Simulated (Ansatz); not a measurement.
# CrCuO2, response to strain

Take CrCuO₂ (space group R-3m, No. 166; a = 2.964 Å, c = 16.920 Å (hexagonal axes); ferromagnetic) as the base.

Strains are applied to the cell and any free atomic positions relax.

All numbers come from PBEsol (Ansatz, a first-principles code, PAW, scalar-relativistic without spin-orbit coupling).

Notes on the quantities. pressure: mean of the normal stresses, compression positive.

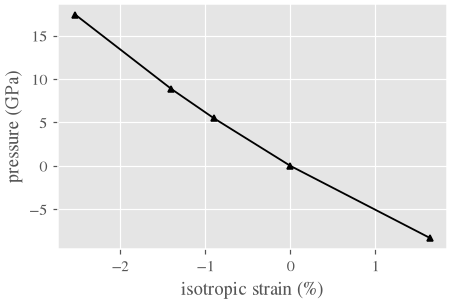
Fig. 1. Pressure against isotropic strain

### Question
From the plot, what is the pressure for isotropic strain −1.40 %?

### Answer
About 9 GPa.

### Question
Is the trend monotonic over the range shown?

### Answer
Yes, it falls throughout, spanning -8.3 GPa to 17.4 GPa.

Whether these cells are dynamically stable was not tested. No Hubbard U is applied and the magnetic state is the run's own (CrCuO2 ferromagnetic); other magnetic orders, which need larger cells, were not tried and can change the gap.
